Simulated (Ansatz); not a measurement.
**BH2− (triplet): one geometry, many settings at distance B1–H2 = 1.209 Å**

What do other methods and options give for BH2− (triplet) at this geometry, and how long do they take?

Computed with Ansatz 0.2.0, Gaussian basis. Level: the settings change from run to run.

16 further runs of the same task are left out: 3 for a known fault of the program, 13 that didn't finish.

## Step 1: The system

The geometry derives from a PBE0/def2-TZVPD stationary point (not a proven minimum). One bond is set to the value named and the two fragments are kept rigid.

3 atoms, charge -1, spin multiplicity 3.

Atoms are counted from 1 here; the program's logs count them from 0.

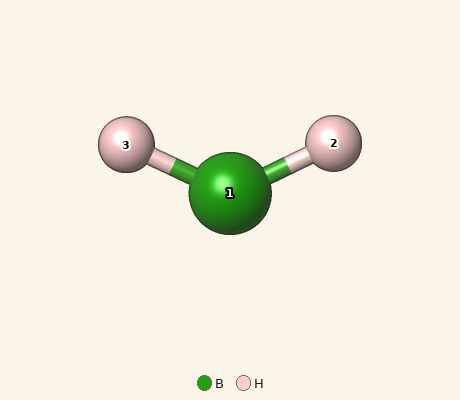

The geometry (boron green, hydrogen pink); atoms are numbered from 1 in the order of the file.

Coordinates:

```xyz
3

B     0.0000   -0.0819    0.0000
H     0.0000    0.4392   -1.0911
H     0.0000    0.4392    1.0911
```

## Step 2: NEVPT2(6,6)/6-31++G**

Input file in.yaml:

```yaml
crystal:
  periodic: [false, false, false]
  atoms:
    - {symbol: B, position_ang: [0.000000, -0.081894, 0.000000]}
    - {symbol: H, position_ang: [0.000000, 0.439190, -1.091073]}
    - {symbol: H, position_ang: [0.000000, 0.439190, 1.091073]}
basis:
  gaussian: {orbitals: "6-31++G**"}
total_charge: -1
magnetization: {spin_polarized: false, initial_magnetization: 2}
correlation: {method: sc_nevpt2, electrons: all, active_space: {window: {electrons: 6, orbitals: 6}}}
```

Started as:

```bash
$ ansatz run in.yaml --threads 1 --pin off --events-out ev --progress --plain --max-ram 2393MiB
```

Standard output:

```text
Functional definition: HF
  name "HF"
  cite "Fock, Z. Phys. 61, 126 (1930) doi:10.1007/BF01340294"
  parent pbe
  exchange = exact_x
  correlation = 0
281 factors; integrals over basis functions are off by at most 1.2e-3 eV
mean field evaluation 1: about -697.8209 eV, gradient 1.6e1 eV
mean field evaluation 2: about -697.8328 eV, gradient 1.6e1 eV
mean field evaluation 4: about -700.2353 eV, gradient 1.9e0 eV
mean field evaluation 8: about -700.2976 eV, gradient 5.1e-3 eV
mean field -700.29764523 eV, -25.7354637834 hartree, gradient 2.7e-6 eV, S^2 2.000000; 0 other end points of the search recorded, 0 dependent functions left out
reference -700.29764523 eV, -25.7354637834 hartree; 5, 3 occupied and 26, 28 virtual orbitals, 281 factors
state -701.09017430 eV, -25.7645886896 hartree
state -701.09017430 eV, -25.7645886896 hartree; corrected -702.66784454 eV, -25.8225670015 hartree
Total energy: -702.66784454 eV, -25.8225670015 hartree
```

Wall time 0.27 s (1 thread of Arm Neoverse V2, shared host).

From the report: 104 determinants; active occupations 1.98, 1.98, 1.00, 1.00, 0.02, 0.02.

## Step 3: MRCISD+Q(4,3)/6-31++G**

in.yaml, as its differences from that of step 2:

```diff
@@ -10,2 +10,2 @@
 magnetization: {spin_polarized: false, initial_magnetization: 2}
-correlation: {method: sc_nevpt2, electrons: all, active_space: {window: {electrons: 6, orbitals: 6}}}
+correlation: {method: fic_mrcisd_q, electrons: all, active_space: {window: {electrons: 4, orbitals: 3}}}
```

Launched as before.

Standard output (excerpt; [...] marks lines left out):

```text
Functional definition: HF
  name "HF"
  cite "Fock, Z. Phys. 61, 126 (1930) doi:10.1007/BF01340294"
  parent pbe
[...]
281 factors; integrals over basis functions are off by at most 1.2e-3 eV
[...]
mean field -700.29764523 eV, -25.7354637834 hartree, gradient 2.7e-6 eV, S^2 2.000000; 0 other end points of the search recorded, 0 dependent functions left out
reference -700.29764523 eV, -25.7354637834 hartree; 5, 3 occupied and 26, 28 virtual orbitals, 281 factors
state -700.29764523 eV, -25.7354637834 hartree
contracted CI cycle   1: correlation 0.00000000 eV, 0.0000000000 hartree, residual 1.54e1 eV
contracted CI cycle   2: correlation -2.68890069 eV, -0.0988152776 hartree, residual 2.34e0 eV
contracted CI cycle   3: correlation -2.77488417 eV, -0.1019751124 hartree, residual 6.01e-1 eV
contracted CI cycle   4: correlation -2.78254544 eV, -0.1022566587 hartree, residual 2.11e-1 eV
contracted CI cycle   5: correlation -2.78348977 eV, -0.1022913625 hartree, residual 7.90e-2 eV
contracted CI cycle   6: correlation -2.78360826 eV, -0.1022957167 hartree, residual 2.72e-2 eV
contracted CI cycle   7: correlation -2.78362100 eV, -0.1022961849 hartree, residual 7.93e-3 eV
contracted CI cycle   8: correlation -2.78362222 eV, -0.1022962297 hartree, residual 2.69e-3 eV
contracted CI cycle   9: correlation -2.78362237 eV, -0.1022962351 hartree, residual 9.01e-4 eV
state -700.29764523 eV, -25.7354637834 hartree; corrected -703.23942870 eV, -25.8435723321 hartree
WARN: 1 active orbitals are nearly empty or full. The corrections depend on them more than the energy does, and are more stable in an active space without them
Total energy: -703.23942870 eV, -25.8435723321 hartree
```

Run time: 0.33 s. Hardware: 1 thread of Arm Neoverse V2, shared host.

From the report: 2 determinants; active occupations 2.00, 1.00, 1.00. The report marks this result as in doubt.

## Step 4: CCSD/6-31++G**

in.yaml, as its differences from that of step 3:

```diff
@@ -10,2 +10,3 @@
 magnetization: {spin_polarized: false, initial_magnetization: 2}
-correlation: {method: fic_mrcisd_q, electrons: all, active_space: {window: {electrons: 4, orbitals: 3}}}
+hamiltonian: {xc: {name: PBE0}}
+correlation: {method: ccsd, electrons: outside_noble_gas}
```

Launched as before.

Standard output (excerpt; [...] marks lines left out):

```text
Functional definition: PBE0
  name "PBE0"
  cite "Adamo & Barone, J. Chem. Phys. 110, 6158 (1999) doi:10.1063/1.478522"
  cite "Perdew, Burke & Ernzerhof, Phys. Rev. Lett. 77, 3865 (1996) doi:10.1103/PhysRevLett.77.3865"
  parent pbe
[...]
281 factors; integrals over basis functions are off by at most 1.2e-3 eV
[...]
mean field -704.78505246 eV, -25.9003729575 hartree, gradient 1.7e-6 eV, S^2 2.000000; 0 other end points of the search recorded, 0 dependent functions left out
1 core orbitals not correlated: weight in the atoms' cores, before any rotation towards them, 1.000 or more for the frozen orbitals, at most 0.000 for the correlated occupied ones
reference -700.19420688 eV, -25.7316624940 hartree; 4, 2 occupied and 26, 28 virtual orbitals, 281 factors
second order -2.30433527 eV of doubles, -0.09466675 eV of singles
cycle   1  -2.70875947 eV  change   -3.1e-1 eV  update   4.3e-2
[...]
cycle  10  -2.82378792 eV  change    7.9e-7 eV  update   4.6e-6
Total energy: -703.01799479 eV, -25.8354347860 hartree
```

It took 0.57 s on 1 thread of Arm Neoverse V2, shared host.

From the report: correlation -2.8238 eV; T1 0.017; largest double amplitude 0.06. The orbitals are Kohn-Sham ones, so correlation energy and T1 don't compare with those on Hartree-Fock orbitals.

## Step 5: CCSD on ROHF/def2-SVP

in.yaml, as its differences from that of step 4:

```diff
@@ -7,6 +7,7 @@
 basis:
-  gaussian: {orbitals: "6-31++G**"}
+  gaussian: {orbitals: def2-SVP}
 total_charge: -1
 magnetization: {spin_polarized: false, initial_magnetization: 2}
-hamiltonian: {xc: {name: PBE0}}
-correlation: {method: ccsd, electrons: outside_noble_gas}
+correlation: {method: ccsd, electrons: all}
+scf: {lower_state_search: full}
+output: {forces: true}
```

The command is unchanged.

Standard output (excerpt; [...] marks lines left out):

```text
Functional definition: HF
  name "HF"
  cite "Fock, Z. Phys. 61, 126 (1930) doi:10.1007/BF01340294"
  parent pbe
[...]
250 factors; integrals over basis functions are off by at most 9.4e-4 eV
[...]
mean field -699.36094819 eV, -25.7010408020 hartree, gradient 2.7e-6 eV, S^2 2.000000; 4 other end points of the search recorded, 0 dependent functions left out
[...]
reference -699.36094819 eV, -25.7010408020 hartree; 5, 3 occupied and 19, 21 virtual orbitals, 250 factors
second order -2.21870939 eV of doubles, -0.04243639 eV of singles
cycle   1  -2.65471081 eV  change   -3.9e-1 eV  update   4.3e-2
[...]
cycle  10  -2.78429775 eV  change    3.2e-7 eV  update   9.8e-7
[...]
Total energy: -702.14524594 eV, -25.8033618572 hartree
Atom 0 at     0.000000    -0.081894     0.000000 Å, force     0.000000    -0.543899    -0.000000 eV/Å
Atom 1 at     0.000000     0.439190    -1.091073 Å, force     0.000000     0.271950    -0.277463 eV/Å
Atom 2 at     0.000000     0.439190     1.091073 Å, force    -0.000000     0.271950     0.277463 eV/Å
Dipole moment:     0.000000     0.195891    -0.000000 e Å
```

It took 0.45 s on 1 thread of Arm Neoverse V2, shared host.

From the report: correlation -2.7843 eV; T1 0.017; largest double amplitude 0.04.

## Step 6: MRCISD+Q(relaxed)(4,4)/6-31++G**

Input file in.yaml:

```yaml
crystal:
  periodic: [false, false, false]
  atoms:
    - {symbol: B, position_ang: [0.000000, -0.081894, 0.000000]}
    - {symbol: H, position_ang: [0.000000, 0.439190, -1.091073]}
    - {symbol: H, position_ang: [0.000000, 0.439190, 1.091073]}
basis:
  gaussian: {orbitals: "6-31++G**", point_charges: [{charge: -1.00, position_ang: [3.742, 0.404, 0.407]}]}
total_charge: -1
magnetization: {spin_polarized: false, initial_magnetization: 2}
correlation: {method: fic_mrcisd_q_relaxed, electrons: valence, active_space: {window: {electrons: 4, orbitals: 4}}}
```

Launched as before.

Standard output (excerpt; [...] marks lines left out):

```text
Functional definition: HF
  name "HF"
  cite "Fock, Z. Phys. 61, 126 (1930) doi:10.1007/BF01340294"
  parent pbe
[...]
281 factors; integrals over basis functions are off by at most 1.2e-3 eV
[...]
a density is far from that of the atoms, so the factors are made again for it
291 factors; integrals over basis functions are off by at most 1.1e-3 eV
[...]
mean field -697.03209156 eV, -25.6154568993 hartree, gradient 2.3e-6 eV, S^2 2.000000; 7 other end points of the search recorded, 0 dependent functions left out
reference -697.03209156 eV, -25.6154568993 hartree; 5, 3 occupied and 26, 28 virtual orbitals, 291 factors
state -697.40956624 eV, -25.6293288383 hartree
contracted CI cycle   1: correlation -0.00000000 eV, -0.0000000000 hartree, residual 1.22e1 eV
contracted CI cycle   2: correlation -2.08380008 eV, -0.0765782404 hartree, residual 2.41e0 eV
[...]
contracted CI cycle   5: correlation -2.22577595 eV, -0.0817957574 hartree, residual 2.54e-1 eV
contracted CI cycle   6: correlation -2.22726944 eV, -0.0818506423 hartree, residual 1.18e-1 eV
contracted CI cycle   7: correlation -2.22752701 eV, -0.0818601078 hartree, residual 5.37e-2 eV
contracted CI cycle   8: correlation -2.22758972 eV, -0.0818624124 hartree, residual 2.33e-2 eV
contracted CI cycle   9: correlation -2.22760412 eV, -0.0818629415 hartree, residual 1.11e-2 eV
contracted CI cycle  10: correlation -2.22760711 eV, -0.0818630512 hartree, residual 5.17e-3 eV
contracted CI cycle  11: correlation -2.22760767 eV, -0.0818630719 hartree, residual 2.25e-3 eV
contracted CI cycle  12: correlation -2.22760778 eV, -0.0818630760 hartree, residual 9.69e-4 eV
state -697.40688481 eV, -25.6292302973 hartree; corrected -699.76790139 eV, -25.7159960563 hartree
state -697.40956624 eV, -25.6293288383 hartree; corrected -699.76799895 eV, -25.7159996416 hartree
Total energy: -699.76799895 eV, -25.7159996416 hartree
```

Wall time 0.69 s (1 thread of Arm Neoverse V2, shared host).

From the report: 36 determinants; active occupations 1.98, 1.00, 1.00, 0.02.

## Step 7: NEVPT4(SD)(4,7)/6-31G*

Input file in.yaml:

```yaml
crystal:
  periodic: [false, false, false]
  atoms:
    - {symbol: B, position_ang: [0.000000, -0.081894, 0.000000]}
    - {symbol: H, position_ang: [0.000000, 0.439190, -1.091073]}
    - {symbol: H, position_ang: [0.000000, 0.439190, 1.091073]}
basis:
  gaussian: {orbitals: "6-31G*"}
total_charge: -1
magnetization: {spin_polarized: false, initial_magnetization: 2}
correlation: {method: fic_nevpt4_sd, electrons: all, active_space: {window: {electrons: 4, orbitals: 7}, states: [{multiplicity: 3, weights: [1, 1, 0.5]}]}}
```

Launched as before.

Standard output (excerpt; [...] marks lines left out):

```text
Functional definition: HF
  name "HF"
  cite "Fock, Z. Phys. 61, 126 (1930) doi:10.1007/BF01340294"
  parent pbe
[...]
334 factors; integrals over basis functions are off by at most 1.7e-7 eV
[...]
mean field -699.29043278 eV, -25.6984494086 hartree, gradient 4.0e-6 eV, S^2 2.000000; 0 other end points of the search recorded, 0 dependent functions left out
reference -699.29043278 eV, -25.6984494086 hartree; 5, 3 occupied and 14, 16 virtual orbitals, 334 factors
state -699.91012332 eV, -25.7212226160 hartree
state -693.94609473 eV, -25.5020486079 hartree
state -692.51347683 eV, -25.4494008709 hartree
state -699.91012332 eV, -25.7212226160 hartree; corrected -701.63306806 eV, -25.7845396671 hartree
state -693.94609473 eV, -25.5020486079 hartree; corrected -695.59659885 eV, -25.5627035153 hartree
state -692.51347683 eV, -25.4494008709 hartree; corrected -694.33700809 eV, -25.5164144087 hartree
state -699.87478942 eV, -25.7199241192 hartree
state -693.85345198 eV, -25.4986440493 hartree
state -692.69702061 eV, -25.4561459806 hartree
state -699.87478942 eV, -25.7199241192 hartree; corrected -701.64671348 eV, -25.7850411272 hartree
state -693.85345198 eV, -25.4986440493 hartree; corrected -695.62122354 eV, -25.5636084562 hartree
state -692.69702061 eV, -25.4561459806 hartree; corrected -694.37610891 eV, -25.5178513375 hartree
state -699.87478942 eV, -25.7199241192 hartree; corrected -701.64671348 eV, -25.7850411272 hartree
state -693.85345198 eV, -25.4986440493 hartree; corrected -695.62122354 eV, -25.5636084562 hartree
state -692.69702061 eV, -25.4561459806 hartree; corrected -694.37610891 eV, -25.5178513375 hartree
WARN: the results are in doubt because another end's mean lies 0.014 eV lower, and its corrected mean 0.023 eV higher
Total energy: -697.78239659 eV, -25.6430301009 hartree
In doubt: another end's mean lies 0.014 eV lower, and its corrected mean 0.023 eV higher
```

It took 3.5 s on 1 thread of Arm Neoverse V2, shared host.

From the report: 180 determinants; active occupations (of the averaged states) 1.95, 1.00, 0.44, 0.39, 0.20, 0.01, 0.01. Mind the lines of doubt at the end of the log.

## Step 8: All runs side by side

Where basis and cores are those of an earlier FCI/6-31++G** run (-703.1217 eV), and the state is the same kind, the miss against it is given. † marks a result that the program doubts.

```
                                                   level         correlated  functions  energy (eV)  from FCI (meV)    time
                                   NEVPT2(6,6)/6-31++G**                all         31    -702.6678                  0.27 s
                               MRCISD+Q(4,3)/6-31++G** †                all         31    -703.2394                  0.33 s
                       CCSD/6-31++G** (on PBE0 orbitals)  outside noble gas         31    -703.0180           103.7  0.57 s
                                   CCSD on ROHF/def2-SVP                all         24    -702.1452                  0.45 s
MRCISD+Q(relaxed)(4,4)/6-31++G** (beside a point charge)            valence         31    -699.7680                  0.69 s
       NEVPT4(SD)(4,7)/6-31G* (mean of several states) †                all         19    -697.7824                   3.5 s
```

## Step 9: Summary of results

| quantity | value |
| --- | --- |
| runs | 6 |
| quickest | NEVPT2(6,6)/6-31++G**, 0.27 s |
| slowest | NEVPT4(SD)(4,7)/6-31G* (mean of several states) †, 3.5 s |

What this shows: Total energies in different bases, with other cores or another treatment of relativity can't be set against each other. NEVPT4(SD)(4,7)/6-31G* (mean of several states) † took 13 times as long as NEVPT2(6,6)/6-31++G**; the jobs differ in more than the method. Cores frozen from Kohn-Sham orbitals shift the total energy.
